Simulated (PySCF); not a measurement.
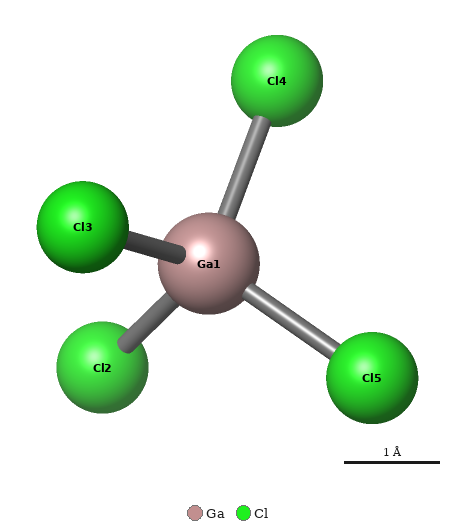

The input geometry (ball-and-stick view, seen at a tilt; atoms are numbered from 1 in the order of the input). Sticks mark near contacts. Bond lengths as drawn: Cl–Ga 2.20 to 2.21 Å.

# Excited-state calculation of GaCl$_{4}$ (charge −1)

GaCl$_{4}$, charge −1, SMILES [Cl][Ga-]([Cl])([Cl])[Cl], computed with TDDFT CAM-B3LYP/def2-SVPD, vertical, gas phase, core orbitals frozen in the response (PySCF 2.14.0).

The geometry comes from this level: PBE0-D3(BJ)/def2-SVP. It belongs to a series of runs on one base structure; here: ligand (all four): H to Cl.

Output:
```
coarse grid: 32680 points
cycle   1  E = -3765.2881823903  dE = -4.474e-01  |g| = 6.789e-01  |ddm| = 2.830e+00
cycle   2  E = -3765.2814312201  dE =  6.751e-03  |g| = 7.937e-01  |ddm| = 1.731e+00
cycle   3  E = -3765.3783665698  dE = -9.694e-02  |g| = 5.352e-02  |ddm| = 8.171e-01
cycle   4  E = -3765.3789624302  dE = -5.959e-04  |g| = 1.030e-02  |ddm| = 9.545e-02
cycle   5  E = -3765.3789954652  dE = -3.303e-05  |g| = 1.793e-03  |ddm| = 2.292e-02
cycle   6  E = -3765.3789965376  dE = -1.072e-06  |g| = 1.099e-03  |ddm| = 4.823e-03
final grid: 60280 points
cycle   7  E = -3765.3789594127  dE = -1.008e-07  |g| = 1.003e-03  |ddm| = 2.905e-03
cycle   8  E = -3765.3789594188  dE = -6.108e-09  |g| = 1.053e-03  |ddm| = 2.837e-03
cycle   9  E = -3765.3789597201  dE = -3.013e-07  |g| = 1.609e-04  |ddm| = 1.432e-03
cycle  10  E = -3765.3789597226  dE = -2.572e-09  |g| = 7.175e-06  |ddm| = 7.624e-05
cycle  11  E = -3765.3789597227  dE = -2.365e-11  |g| = 3.227e-06  |ddm| = 2.201e-05
```

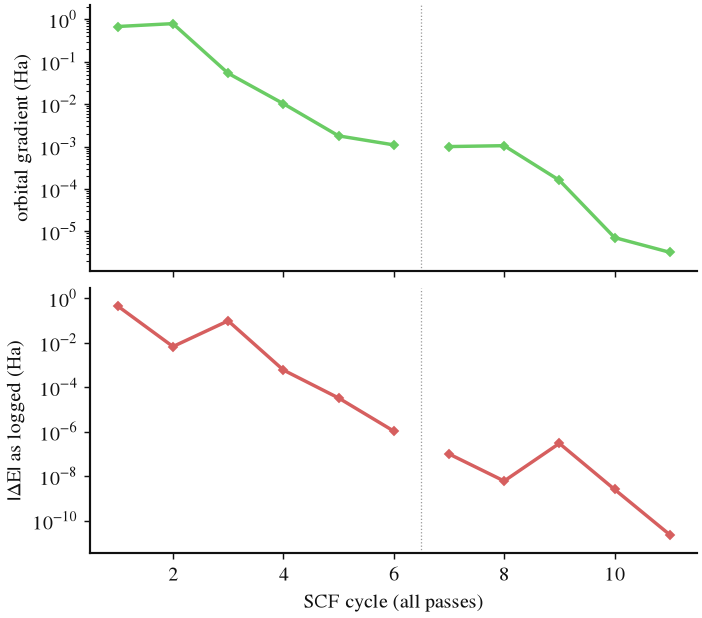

Convergence of the self-consistent field: orbital gradient and size of the energy change against the SCF cycle. The dotted line marks the change from a coarse to the final integration grid. The first 6 cycles use a coarse grid, the final grid takes over at cycle 7, and the field converges after 11 cycles in all.

```
converged SCF energy = -3765.3789597227

Static polarisability (au): isotropic 92.598, principal 92.389 92.642 92.762

Singlet excitations
state   eV       nm        f      main configurations
  1   6.5837    188.3   0.00000   H->L 0.79, H->L+1 0.13
  2   6.5868    188.2   0.00001   H-1->L 0.79, H-1->L+1 0.13
  3   6.5895    188.2   0.00001   H-2->L 0.78, H-2->L+1 0.13
  4   7.0450    176.0   0.24057   H-3->L 0.79, H-3->L+1 0.11
  5   7.0559    175.7   0.24411   H-4->L 0.78, H-4->L+1 0.11
  6   7.0610    175.6   0.24565   H-5->L 0.78, H-5->L+1 0.11
  7   7.1342    173.8   0.00113   H-6->L 0.73, H-6->L+1 0.12
  8   7.1364    173.7   0.00131   H-7->L 0.73, H-7->L+1 0.12
  9   7.8657    157.6   0.00001   H->L+1 0.78, H->L 0.09
 10   7.8699    157.5   0.00002   H-1->L+1 0.78, H-1->L 0.09
 11   7.8756    157.4   0.00001   H-2->L+1 0.77, H-2->L 0.09
 12   8.1343    152.4   0.00240   H-3->L+1 0.36, H->L+3 0.19, H-1->L+2 0.18
 13   8.1353    152.4   0.00119   H-4->L+1 0.33, H->L+4 0.21, H-2->L+2 0.17
 14   8.1359    152.4   0.00092   H-5->L+1 0.33, H-1->L+4 0.20, H-2->L+3 0.18
 15   8.2829    149.7   0.00145   H-6->L+1 0.40, H->L+4 0.14, H-2->L+2 0.12

Triplet excitations (Tamm-Dancoff, eV): 6.3034 6.3058 6.3068 6.5703
```

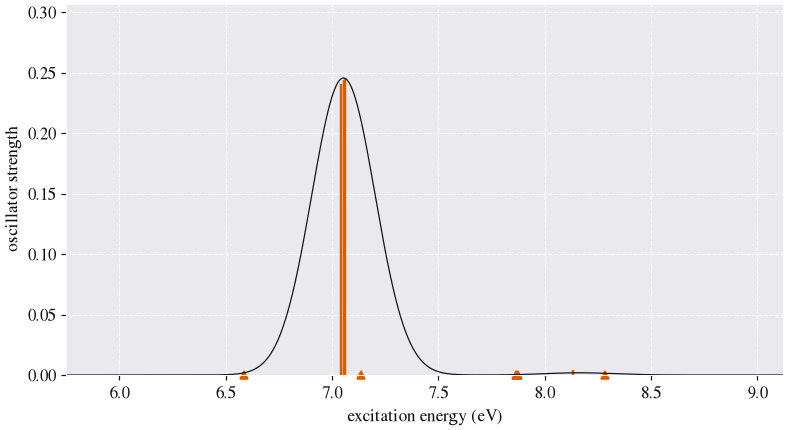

Computed excitations as sticks (degenerate states added up, dark ones marked on the axis), with a Gaussian envelope of 0.35 eV full width at half maximum, scaled to the tallest. Of the 15 states the lowest lies at 6.59 eV (f = 0.000); the strongest line is at 7.06 eV, or 176 nm (f = 0.246).

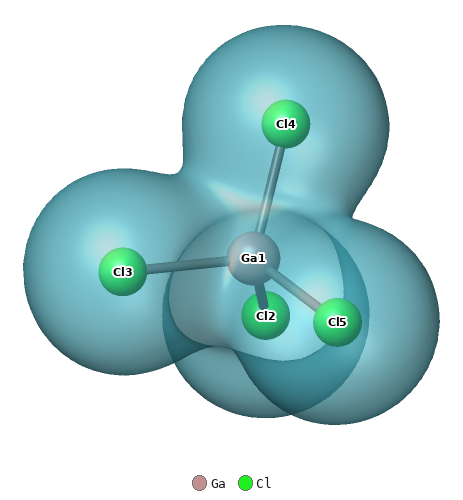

Isosurface of the total electron density at 0.05 e/Å³ (cyan), seen at an oblique angle. At this value the surface is in one piece. On the grid the lowest density along these lines, outside the cores, is 0.55 e/Å³ (Ga–Cl, 2.20 Å).

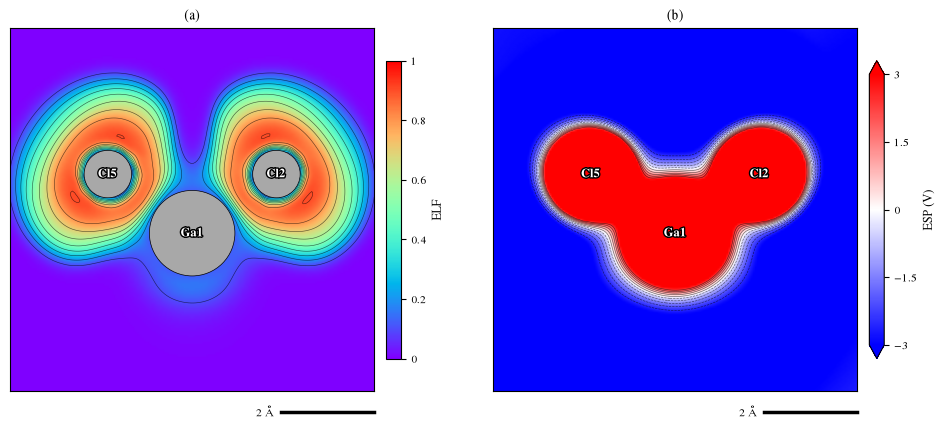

(a) electron localisation function; (b) molecular electrostatic potential on the plane of atoms Cl2, Ga1 and Cl5. Grey discs, where drawn, cover atomic cores. The plane passes through Ga and Cl nuclei. Ga–Cl (2.21 Å): the ELF peaks at about 0.85 in the valence shell of Cl, 0.8 Å from its nucleus, and is about 0.55 at the midpoint.

The run was set up as follows.

Input file:
```
{"job": {"kind": "uv", "xc": "CAM-B3LYP", "basis": "def2-SVPD", "ip": false, "nstates": 15}, "charge": -1, "multiplicity": 1}
Ga    -0.004042     0.000438     0.004290
Cl    -0.007901    -0.024129     2.210771
Cl     2.076428     0.009148    -0.720257
Cl    -1.036859     1.809074    -0.725629
Cl    -1.027626    -1.794530    -0.769164
```

The first line tells a small driver script what to run in PySCF; the rest is the geometry in Å.

Launched with:
```bash
OMP_NUM_THREADS=1 python <driver script> task.json out
```

Key numbers:

- outcome: converged
- total energy: −3765.378960 hartree
- HOMO: −5.99 eV
- LUMO: 3.48 eV
- mean polarisability: 92.60 a.u.
- lowest singlet excitation: 6.58 eV
- hardware: 1 CPU thread, shared host
- wall time: 28 s
- peak memory: 0.82 GiB

Spin–orbit coupling is left out, which matters for the heavy atoms.
